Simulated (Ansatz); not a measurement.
The figure comes from a scan of P (black-P type, space group Cmce): one P atom of a 4-atom cell moves by s along Cartesian [111], with its periodic images. Level of theory: r2SCAN+rVV10 (plane waves to 500 eV, PAW, scalar-relativistic; Ansatz, a program for electronic structure). k mesh 8×8×6 (Γ-centred), Fermi-Dirac smearing 0.05 eV. With partly filled bands, energies and forces of such displacements shift with the k mesh and the smearing. F∥ is the force on the atom along that direction. P was relaxed with its symmetry unable to fall. The PAW data are Ansatz's earlier set. 

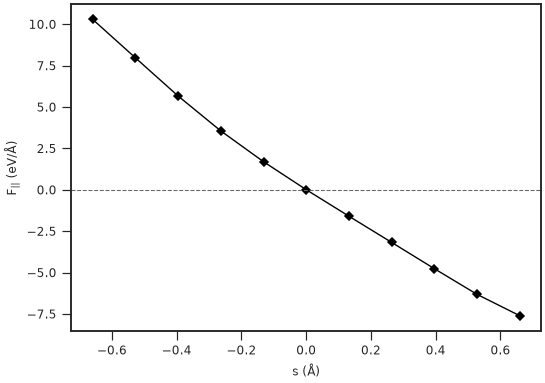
Fig. 1. F∥ (eV/Å) against s (Å); markers are the computed points, lines only join them.

Question: Read the plotted values off the figure, to the accuracy that the plot allows.

Answer: To the nearest 0.5:

```
s (Å)   F∥ (eV/Å)
------  ---------
-0.660       10.5
-0.528        8.0
-0.396        5.5
-0.264        3.5
-0.132        1.5
0.000         0.0
0.132        -1.5
0.264        -3.0
0.396        -5.0
0.528        -6.5
0.660        -7.5
```

(For displaced atoms, the force is minus the slope of the energy, and its curvature is a force constant, which sets phonon frequencies.)
